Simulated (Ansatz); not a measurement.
**HfO₂: density, localisation and related maps**

Input

```
crystal:
  periodic: [false, false, false]
  atoms:
    - {symbol: Hf, position_ang: [0.156636, -0.451090, 0.515134]}
    - {symbol: O, position_ang: [1.258745, 0.082677, -0.789234]}
    - {symbol: O, position_ang: [-1.415381, 0.368414, 0.274111]}
basis:
  gaussian: {orbitals: def2-TZVP, initial_orbitals: start.molden}
hamiltonian: {xc: pbe0, dispersion: d4}
output: {orbitals: {seedname: orbitals}}
```

Run with:

```sh
ansatz run in.yaml --threads 4 --pin off --events-out ev --progress --plain --max-ram 3916MiB
```

Geometry: B3LYP-D4/def2-TZVP; core potentials replace the inner electrons of Hf.

All numbers below come from RKS PBE0-D4/def2-TZVP in Ansatz 0.2.0.

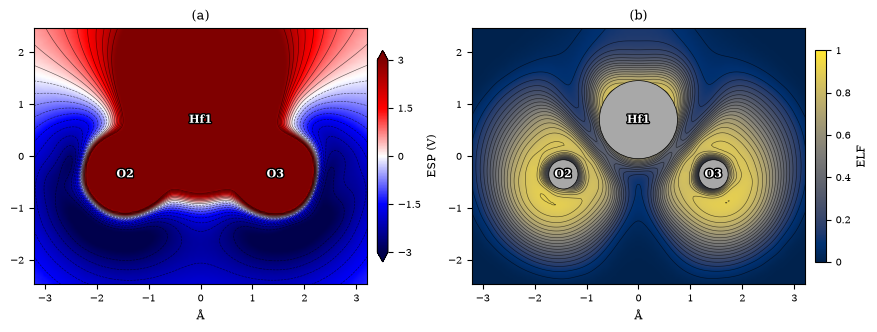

Figure 1. (a) electrostatic potential; (b) electron localisation function on the molecular plane. Grey discs cover the atomic cores in the ELF map.

### What does the map show?

The section cuts through Hf and O sites.
Hf–O (1.79 Å): the ELF peaks at about 0.80 in the valence shell of O, 0.5 Å from its nucleus, and drops to about 0.30 between the two atoms.
Outside the dense part of the molecule the potential is most negative (−3.3 V) near O2 and O3.

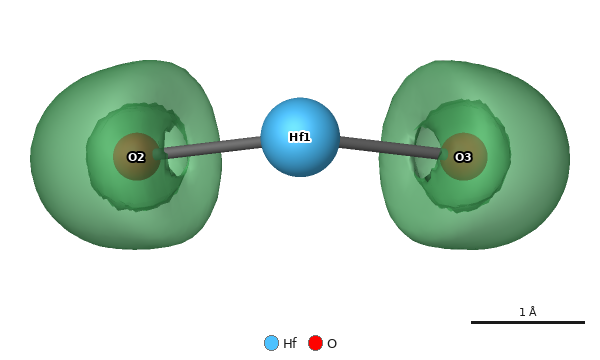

Figure 2. Isosurface of the ELF at 0.75 (green), seen from one side. Only the valence region is drawn (cores and ρ < 0.01 e/Å³ removed).

### Where are the electrons localised?

The ELF exceeds this value in two regions wrapped around O (the valence shell of each).

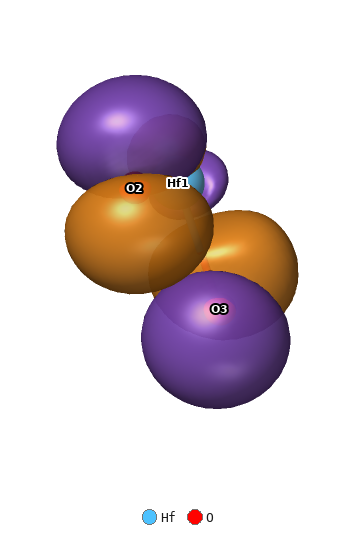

Figure 3. The HOMO at ±0.1 Å⁻³ᐟ² (orange and purple are the two phases), seen at an oblique angle.

### What is the character of this orbital?

It lies mainly on O2 (about 45 %), O3 (about 45 %) and Hf1 (about 10 %); it is symmetric in the molecular plane (an in-plane orbital: σ, lone-pair or in-plane π type); largely a combination of lone pairs on O2 and O3. Its energy is −6.71 eV.
